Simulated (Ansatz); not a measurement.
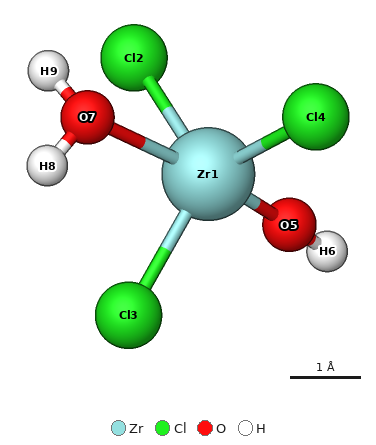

Fig. 1: The starting structure (ball-and-stick view, seen at a tilt; atoms are numbered from 1 in the order of the input). Sticks mark near contacts.

ZrH3Cl3O2: nudged elastic band

The run: nudged elastic band of ZrH3Cl3O2. Method and program: RKS B3LYP/def2-SVP (Ansatz 0.2.0).

It belongs to a series of runs on one base structure; here: band between the two ends. Figures and captions count atoms from 1; the log counts them from 0 in places.

Input:
```yaml
crystal:
  periodic: [false, false, false]
  atoms:
    - { symbol: Zr, position_ang: [-0.037178, 0.070684, 0.262071] }
    - { symbol: Cl, position_ang: [-0.387667, -0.153871, 2.637562] }
    - { symbol: Cl, position_ang: [2.113368, -0.366653, -0.733896] }
    - { symbol: Cl, position_ang: [-1.325732, 1.745328, -0.814652] }
    - { symbol: O, position_ang: [-0.92896, -1.505138, -0.295377] }
    - { symbol: H, position_ang: [-1.342104, -2.336407, -0.542293] }
    - { symbol: O, position_ang: [1.300282, 1.828457, 1.154] }
    - { symbol: H, position_ang: [2.223139, 1.816016, 0.854627] }
    - { symbol: H, position_ang: [1.301651, 1.859785, 2.12396] }
basis:
  gaussian: { orbitals: def2-SVP }
hamiltonian:
  xc: b3lyp
neb:
  order_check: false
  images: 5
  f_tol: 0.05
  max_iterations: 60
  final_atoms:
    - { symbol: Zr, position_ang: [0.39859066, 0.33513829, -0.49113445] }
    - { symbol: Cl, position_ang: [-0.77389216, 0.65200852, 3.28512091] }
    - { symbol: Cl, position_ang: [1.89402267, -0.03324587, -2.29136572] }
    - { symbol: Cl, position_ang: [-1.2464501, 1.91408174, -1.13850194] }
    - { symbol: O, position_ang: [-0.40753428, -1.31302541, 0.0007768] }
    - { symbol: H, position_ang: [-0.84148113, -2.05016825, 0.43851998] }
    - { symbol: O, position_ang: [1.4171038, 1.0554464, 1.0053996] }
    - { symbol: H, position_ang: [2.22496918, 1.48044741, 1.31532596] }
    - { symbol: H, position_ang: [0.25147037, 0.91751817, 2.52186086] }
  initial_path:
    images:
      - { positions_ang: [[-0.037178, 0.070684, 0.262071], [-0.387667, -0.153871, 2.637562], [2.113368, -0.366653, -0.733896], [-1.325732, 1.745328, -0.814652], [-0.92896, -1.505138, -0.295377], [-1.342104, -2.336407, -0.542293], [1.300282, 1.828457, 1.154], [2.223139, 1.816016, 0.854627], [1.301651, 1.859785, 2.12396]] }
      - { positions_ang: [[-0.02376342, 0.04448696, 0.17577722], [-0.26340539, -0.09023836, 2.71596858], [2.20380101, -0.25177983, -0.76293489], [-1.27632364, 1.84205032, -0.83493818], [-0.94213059, -1.57248759, -0.41881012], [-1.37078009, -2.27778724, -0.3245095], [1.28093148, 1.84478686, 1.0122747], [2.15393501, 1.73477481, 1.0039244], [1.15453464, 1.68439507, 2.07924979]] }
      - { positions_ang: [[-0.01034883, 0.01828993, 0.08948343], [-0.13914378, -0.02660573, 2.79437516], [2.29423401, -0.13690666, -0.79197378], [-1.22691528, 1.93877265, -0.85522436], [-0.95530119, -1.63983719, -0.54224324], [-1.39945618, -2.21916747, -0.10672599], [1.26158097, 1.86111672, 0.87054941], [2.08473101, 1.65353362, 1.15322179], [1.00741828, 1.50900513, 2.03453957]] }
      - { positions_ang: [[0.00306575, -0.00790711, 0.00318965], [-0.01488217, 0.03702691, 2.87278175], [2.38466702, -0.02203349, -0.82101267], [-1.17750693, 2.03549497, -0.87551053], [-0.96847178, -1.70718678, -0.66567636], [-1.42813227, -2.16054771, 0.11105751], [1.24223045, 1.87744658, 0.72882411], [2.01552702, 1.57229243, 1.30251919], [0.86030192, 1.3336152, 1.98982936]] }
      - { positions_ang: [[0.13490739, 0.10644135, -0.16158505], [-0.2678855, 0.24202078, 3.01022813], [2.2211189, -0.02577095, -1.31113035], [-1.20048799, 1.9950239, -0.96317434], [-0.78149261, -1.57579966, -0.44352531], [-1.23258189, -2.12375456, 0.22021167], [1.30052156, 1.60344652, 0.82101594], [2.08534107, 1.54167742, 1.30678811], [0.65735807, 1.19491619, 2.16717319]] }
      - { positions_ang: [[0.26674902, 0.22078982, -0.32635975], [-0.52088883, 0.44701465, 3.14767452], [2.05757079, -0.02950841, -1.80124803], [-1.22346905, 1.95455282, -1.05083814], [-0.59451345, -1.44441254, -0.22137425], [-1.03703151, -2.0869614, 0.32936582], [1.35881268, 1.32944646, 0.91320777], [2.15515512, 1.51106241, 1.31105704], [0.45441422, 1.05621718, 2.34451703]] }
      - { positions_ang: [[0.39859066, 0.33513829, -0.49113445], [-0.77389216, 0.65200852, 3.28512091], [1.89402267, -0.03324587, -2.29136572], [-1.2464501, 1.91408174, -1.13850194], [-0.40753428, -1.31302541, 0.0007768], [-0.84148113, -2.05016825, 0.43851998], [1.4171038, 1.0554464, 1.0053996], [2.22496918, 1.48044741, 1.31532596], [0.25147037, 0.91751817, 2.52186086]] }
```

Launch command:
```bash
ansatz run input.yaml --threads 4 --pin off --max-ram 5120MiB --backend cpu --events-out ev --progress --plain --runs-dir out
```

Log:
```
Engine: ansatz 0.2.0, aarch64-unknown-linux-gnu
Functional definition: B3LYP
  parameter a0 = 0.2
  parameter ax = 0.72
  parameter ac = 0.81
  exchange = (1 - a0 - ax)*slater_x + ax*b88_x + a0*exact_x
  correlation = (1 - ac)*vwn_rpa_c + ac*lyp_c
1311 factors; integrals over basis functions are off by at most 4.5e-4 eV
mean field evaluation 1: about -42977.8743 eV, gradient 7.2e1 eV
mean field evaluation 2: about -42905.4957 eV, gradient 2.0e2 eV
mean field evaluation 4: about -42986.8510 eV, gradient 1.4e1 eV
mean field evaluation 8: about -42987.2708 eV, gradient 5.0e-1 eV
mean field evaluation 16: about -42987.2715 eV, gradient 4.4e-5 eV
mean field -42987.27146111 eV, -1579.7530883766 hartree, gradient 4.4e-5 eV, S^2 0.000000; 0 other end points of the search recorded, 0 dependent functions left out
the calculation of the forces begins
reference -42987.27182327 eV, -1579.7531016859 hartree; 41, 41 occupied and 87, 87 virtual orbitals, 1311 factors
1313 factors; integrals over basis functions are off by at most 1.0e-3 eV
mean field evaluation 32: about -42986.4547 eV, gradient 7.7e-5 eV
mean field -42986.45465382 eV, -1579.7230712625 hartree, gradient 1.8e-5 eV, S^2 0.000000; 0 other end points of the search recorded, 0 dependent functions left out
[... from here on the field's lines of each further geometry are left out, up to the last ...]
NEB iter   1: max|band force component| = 1.014e1 eV/Å  barrier→ = 4.1646 eV  barrier← = 3.3478 eV  Δτ_max = 0.2000 Å  (202 SCF iters)
NEB iter   2: max|band force component| = 4.428e0 eV/Å  barrier→ = 2.6153 eV  barrier← = 1.7985 eV  Δτ_max = 0.2000 Å  (173 SCF iters)
NEB iter   3: max|band force component| = 3.688e0 eV/Å  barrier→ = 1.6653 eV  barrier← = 0.8485 eV  Δτ_max = 0.2000 Å  (157 SCF iters)
NEB iter   4: max|band force component| = 5.288e0 eV/Å  barrier→ = 1.1442 eV  barrier← = 0.3274 eV  Δτ_max = 0.0996 Å  (168 SCF iters)
NEB iter   5: max|band force component| = 1.454e0 eV/Å  barrier→ = 0.9480 eV  barrier← = 0.1311 eV  Δτ_max = 0.1940 Å  (156 SCF iters)
NEB iter   6: max|band force component| = 2.815e0 eV/Å  barrier→ = 0.9597 eV  barrier← = 0.1429 eV  Δτ_max = 0.0988 Å  (163 SCF iters)
NEB iter   7: max|band force component| = 1.586e0 eV/Å  barrier→ = 0.9401 eV  barrier← = 0.1233 eV  Δτ_max = 0.1942 Å  (154 SCF iters)
NEB iter   8: max|band force component| = 1.049e0 eV/Å  barrier→ = 0.9125 eV  barrier← = 0.0957 eV  Δτ_max = 0.1927 Å  (155 SCF iters)
NEB iter   9: max|band force component| = 8.080e-1 eV/Å  barrier→ = 0.8993 eV  barrier← = 0.0825 eV  Δτ_max = 0.1997 Å  (154 SCF iters)
NEB iter  10: max|band force component| = 6.250e-1 eV/Å  barrier→ = 0.8909 eV  barrier← = 0.0741 eV  Δτ_max = 0.1978 Å  (154 SCF iters)
NEB iter  11: max|band force component| = 4.574e-1 eV/Å  barrier→ = 0.8718 eV  barrier← = 0.0550 eV  CI = image 5  Δτ_max = 0.2000 Å  (152 SCF iters)
NEB iter  12: max|band force component| = 7.776e-1 eV/Å  barrier→ = 0.9558 eV  barrier← = 0.1390 eV  CI = image 5  Δτ_max = 0.1001 Å  (166 SCF iters)
NEB iter  13: max|band force component| = 4.440e-1 eV/Å  barrier→ = 0.9499 eV  barrier← = 0.1331 eV  CI = image 5  Δτ_max = 0.1014 Å  (156 SCF iters)
NEB iter  14: max|band force component| = 3.612e-1 eV/Å  barrier→ = 0.9551 eV  barrier← = 0.1383 eV  CI = image 5  Δτ_max = 0.0995 Å  (154 SCF iters)
NEB iter  15: max|band force component| = 3.392e-1 eV/Å  barrier→ = 0.9514 eV  barrier← = 0.1346 eV  CI = image 5  Δτ_max = 0.0563 Å  (148 SCF iters)
NEB iter  16: max|band force component| = 3.174e-1 eV/Å  barrier→ = 0.9470 eV  barrier← = 0.1302 eV  CI = image 5  Δτ_max = 0.0982 Å  (156 SCF iters)
NEB iter  17: max|band force component| = 2.671e-1 eV/Å  barrier→ = 0.9427 eV  barrier← = 0.1259 eV  CI = image 5  Δτ_max = 0.0615 Å  (153 SCF iters)
NEB iter  18: max|band force component| = 6.793e-2 eV/Å  barrier→ = 0.9395 eV  barrier← = 0.1227 eV  CI = image 5  Δτ_max = 0.0958 Å  (157 SCF iters)
NEB iter  19: max|band force component| = 2.062e-1 eV/Å  barrier→ = 0.9359 eV  barrier← = 0.1191 eV  CI = image 5  Δτ_max = 0.0501 Å  (157 SCF iters)
NEB iter  20: max|band force component| = 2.432e-1 eV/Å  barrier→ = 0.9330 eV  barrier← = 0.1162 eV  CI = image 5  Δτ_max = 0.0251 Å  (163 SCF iters)
NEB iter  21: max|band force component| = 3.970e-2 eV/Å  barrier→ = 0.9318 eV  barrier← = 0.1150 eV  CI = image 5  Δτ_max = 0.0348 Å  (166 SCF iters)
NEB iter  22: max|band force component| = 6.160e-2 eV/Å  barrier→ = 0.9302 eV  barrier← = 0.1134 eV  CI = image 5  Δτ_max = 0.0502 Å  (33 SCF iters)
NEB iter  23: max|band force component| = 3.938e-2 eV/Å  barrier→ = 0.9295 eV  barrier← = 0.1127 eV  CI = image 5  Δτ_max = 0.0465 Å  (285 SCF iters)
NEB iter  24: max|band force component| = 7.467e-2 eV/Å  barrier→ = 0.9289 eV  barrier← = 0.1121 eV  CI = image 5  Δτ_max = 0.0500 Å  (33 SCF iters)
NEB iter  25: max|band force component| = 9.615e-2 eV/Å  barrier→ = 0.9297 eV  barrier← = 0.1129 eV  CI = image 5  Δτ_max = 0.0252 Å  (164 SCF iters)
NEB iter  26: max|band force component| = 1.709e-1 eV/Å  barrier→ = 0.9288 eV  barrier← = 0.1120 eV  CI = image 5  Δτ_max = 0.0125 Å  (167 SCF iters)
NEB iter  27: max|band force component| = 5.567e-2 eV/Å  barrier→ = 0.9288 eV  barrier← = 0.1120 eV  CI = image 5  Δτ_max = 0.0204 Å  (153 SCF iters)
the calculation of the forces begins
reference -42986.90711586 eV, -1579.7396989357 hartree; 41, 41 occupied and 87, 87 virtual orbitals, 1311 factors
1313 factors; integrals over basis functions are off by at most 1.1e-3 eV
mean field -42986.34269406 eV, -1579.7189568172 hartree, gradient 2.5e-5 eV, S^2 0.000000; 1 other end points of the search recorded, 0 dependent functions left out
the calculation of the forces begins
reference -42986.34305319 eV, -1579.7189700151 hartree; 41, 41 occupied and 87, 87 virtual orbitals, 1313 factors
NEB iter  28: max|band force component| = 2.864e-2 eV/Å  barrier→ = 0.9288 eV  barrier← = 0.1120 eV  CI = image 5  Δτ_max = 0.0000 Å  (294 SCF iters)
```

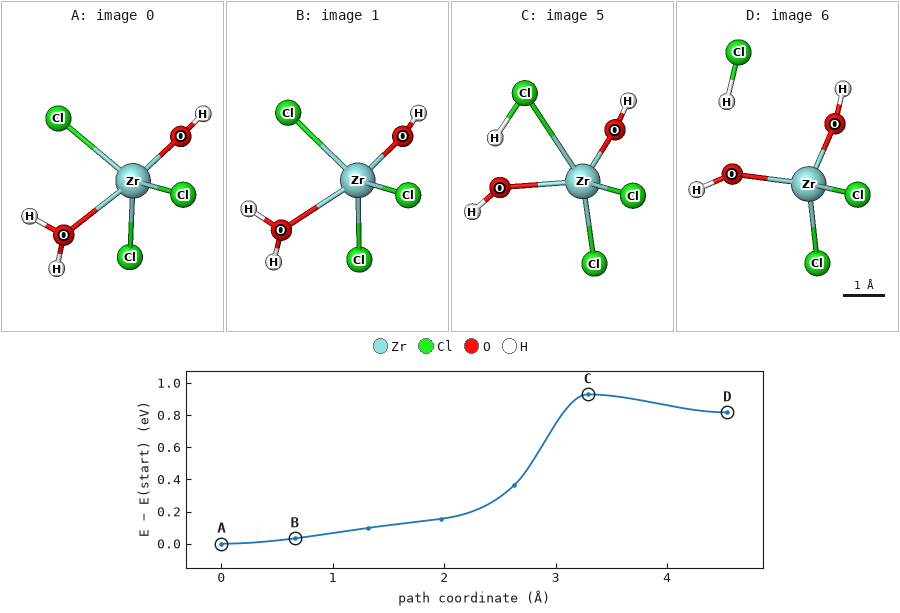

Fig. 2: Images of the last band (counted from 0; ball-and-stick, seen at a tilt) above the energy along the path; the line is a cubic interpolation that uses the forces. The highest image is number 5, 0.929 eV above the start and 0.112 eV above the end (the climbing image); the end lies 0.817 eV above the start. The path is 4.54 Å long. The band converged in 28 iterations.

```
Total energy: -42986.34305319 eV, -1579.7189700151 hartree
Atom 0 at     0.172937     0.353284    -0.118762 Å, force    -0.000419     0.000063     0.000638 eV/Å
Atom 1 at    -0.837870     0.853797     2.551571 Å, force     0.003791     0.000779     0.000553 eV/Å
Atom 2 at     1.777859     0.188517    -1.856669 Å, force     0.000028     0.000017     0.000336 eV/Å
Atom 3 at    -1.444409     1.827188    -1.024737 Å, force    -0.000142    -0.000315    -0.000027 eV/Å
Atom 4 at    -0.456009    -1.428122     0.043202 Å, force     0.000245    -0.000392    -0.005919 eV/Å
Atom 5 at    -0.792891    -2.308120     0.230546 Å, force    -0.000214     0.000883     0.004125 eV/Å
Atom 6 at     1.506746     1.082725     1.258751 Å, force    -0.000917    -0.000451     0.001752 eV/Å
Atom 7 at     2.451756     1.276245     1.303941 Å, force    -0.000587     0.000482     0.001182 eV/Å
Atom 8 at     0.538680     1.112686     2.258159 Å, force    -0.001786    -0.001065    -0.002639 eV/Å
Dipole moment:     0.385054    -0.381900     0.426409 e Å
this run last wrote the band of iteration 28 to [file]; this run last wrote the band within `neb.f_tol` of iteration 23 to [file]
```

The last band as extended XYZ (Å, eV, eV/Å):
```
9
Properties=species:S:1:pos:R:3:forces:R:3 image=0 energy=-42987.27146
Zr   -0.0372    0.0707    0.2621   -0.0047  -0.0062  -0.0018
Cl   -0.3877   -0.1539    2.6376   -0.0034  -0.0024   0.0000
Cl    2.1134   -0.3667   -0.7339    0.0005  -0.0027  -0.0025
Cl   -1.3257    1.7453   -0.8147   -0.0026   0.0022   0.0012
O    -0.9290   -1.5051   -0.2954    0.0047   0.0047   0.0023
H    -1.3421   -2.3364   -0.5423    0.0018   0.0006   0.0004
O     1.3003    1.8285    1.1540   -0.0019   0.0019  -0.0022
H     2.2231    1.8160    0.8546    0.0075  -0.0019  -0.0019
H     1.3017    1.8598    2.1240   -0.0020   0.0039   0.0044
9
Properties=species:S:1:pos:R:3:forces:R:3 image=1 energy=-42987.23869
Zr   -0.0826    0.1634    0.2002   -0.0004  -0.0084   0.0104
Cl   -0.6483    0.0645    2.5573    0.0285  -0.0306   0.0101
Cl    2.0266   -0.1787   -0.9418    0.0143  -0.0347   0.0290
Cl   -1.3983    1.7758   -0.9214    0.0151   0.0044   0.0121
O    -0.8606   -1.5018   -0.2593   -0.0099  -0.0001  -0.0052
H    -1.1290   -2.4208   -0.3404   -0.0206   0.0041  -0.0271
O     1.3756    1.6989    1.2195   -0.0092   0.0252  -0.0079
H     2.3043    1.6401    0.9425   -0.0118   0.0186  -0.0113
H     1.3291    1.7168    2.1894   -0.0060   0.0216  -0.0101
9
Properties=species:S:1:pos:R:3:forces:R:3 image=2 energy=-42987.17337
Zr   -0.1012    0.2338    0.1420    0.0165  -0.0197   0.0045
Cl   -0.9117    0.3417    2.4411    0.0140  -0.0335   0.0142
Cl    1.9705    0.0287   -1.1168    0.0100  -0.0339   0.0354
Cl   -1.4488    1.7348   -1.0842    0.0145   0.0102   0.0146
O    -0.7488   -1.5123   -0.1974   -0.0242  -0.0007  -0.0014
H    -0.9981   -2.4396   -0.1689   -0.0153  -0.0027  -0.0340
O     1.4429    1.5061    1.3056   -0.0119   0.0349  -0.0211
H     2.3808    1.4863    1.0570   -0.0138   0.0196  -0.0128
H     1.3313    1.5785    2.2676    0.0102   0.0258   0.0006
9
Properties=species:S:1:pos:R:3:forces:R:3 image=3 energy=-42987.11683
Zr   -0.0953    0.2993    0.0665   -0.0205  -0.0019   0.0317
Cl   -1.0638    0.6256    2.3023   -0.0178  -0.0205  -0.0031
Cl    1.9099    0.2404   -1.3017    0.0198   0.0006   0.0521
Cl   -1.5090    1.6869   -1.2198   -0.0027  -0.0130  -0.0108
O    -0.6149   -1.5104   -0.1103   -0.0252  -0.0107  -0.0101
H    -0.9346   -2.4085    0.0080   -0.0151  -0.0106  -0.0368
O     1.5004    1.2888    1.3725    0.0288   0.0193   0.0235
H     2.4565    1.3303    1.2189   -0.0072   0.0050  -0.0610
H     1.2677    1.4058    2.3096    0.0398   0.0319   0.0144
9
Properties=species:S:1:pos:R:3:forces:R:3 image=4 energy=-42986.90676
Zr   -0.0082    0.3322   -0.0286   -0.2350  -0.0057   0.1144
Cl   -0.9941    0.7981    2.3008   -0.1212  -0.1171  -0.2365
Cl    1.8196    0.2138   -1.5996   -0.0244   0.0811   0.2410
Cl   -1.4722    1.7749   -1.1835   -0.0863  -0.0307  -0.0992
O    -0.5134   -1.4853   -0.0028   -0.0804  -0.0654  -0.0695
H    -0.8367   -2.3614    0.2196   -0.0486  -0.0578  -0.0285
O     1.5066    1.1528    1.3488    0.0158   0.0553   0.0773
H     2.4595    1.3002    1.4087    0.0300   0.0185   0.0846
H     0.9558    1.2329    2.1828    0.5500   0.1218  -0.0835
9
Properties=species:S:1:pos:R:3:forces:R:3 image=5 energy=-42986.34269
Zr    0.1729    0.3533   -0.1188   -0.0004   0.0001   0.0006
Cl   -0.8379    0.8538    2.5516    0.0038   0.0008   0.0006
Cl    1.7779    0.1885   -1.8567    0.0000   0.0000   0.0003
Cl   -1.4444    1.8272   -1.0247   -0.0001  -0.0003   0.0000
O    -0.4560   -1.4281    0.0432    0.0002  -0.0004  -0.0059
H    -0.7929   -2.3081    0.2305   -0.0002   0.0009   0.0041
O     1.5067    1.0827    1.2588   -0.0009  -0.0005   0.0018
H     2.4518    1.2762    1.3039   -0.0006   0.0005   0.0012
H     0.5387    1.1127    2.2582   -0.0018  -0.0011  -0.0026
9
Properties=species:S:1:pos:R:3:forces:R:3 image=6 energy=-42986.45465
Zr    0.3986    0.3351   -0.4911   -0.0009  -0.0049  -0.0062
Cl   -0.7739    0.6520    3.2851   -0.0096  -0.0004   0.0063
Cl    1.8940   -0.0332   -2.2914   -0.0076   0.0053   0.0075
Cl   -1.2465    1.9141   -1.1385    0.0025  -0.0023  -0.0009
O    -0.4075   -1.3130    0.0008    0.0100   0.0107  -0.0147
H    -0.8415   -2.0502    0.4385   -0.0119  -0.0141   0.0133
O     1.4171    1.0554    1.0054    0.0199   0.0115  -0.0029
H     2.2250    1.4804    1.3153   -0.0146  -0.0068   0.0058
H     0.2515    0.9175    2.5219    0.0121   0.0008  -0.0082
```

Summary:

```json
{"quantity": "outcome", "value": "converged"}
{"quantity": "barrier, forward", "value": "0.929 eV"}
{"quantity": "barrier, backward", "value": "0.112 eV"}
{"quantity": "hardware", "value": "4 threads of Arm Neoverse V1, 24 GiB of memory available, shared host"}
{"quantity": "wall time", "value": "7.1 min (CPU time 27 min)"}
{"quantity": "peak memory", "value": "0.38 GiB"}
```

Notes:

The order of the saddle point was not checked.
